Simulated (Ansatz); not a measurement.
Consider MgS in the rock salt structure (space group Fm-3m, No. 225; a = 5.182 Å). Axes: x, y, z lie along the cube axes.

It is then changed as follows: the cell is stretched by 2.50 % along z with no lateral relaxation, atoms relaxed at fixed cell.

All numbers come from Ansatz (a first-principles code), PBEsol, PAW, cutoff 420 eV, without spin-orbit coupling.

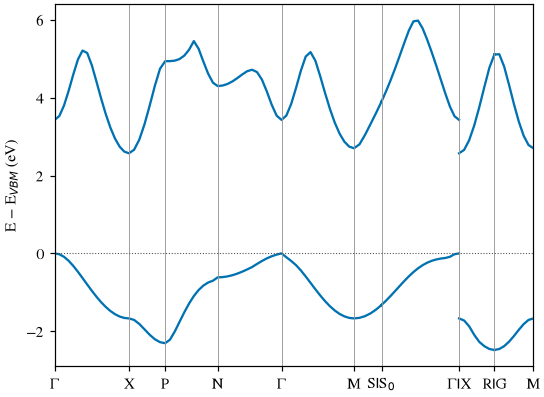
Fig. 1. Highest valence and lowest conduction band along the path of the changed cell's own zone

The gap is 2.57 eV, indirect, Γ → X; the base has 2.73 eV.

The cells carry an imposed strain or load. Whether these cells are dynamically stable was not tested. Labels are those of the standard path for the cell's own space group.
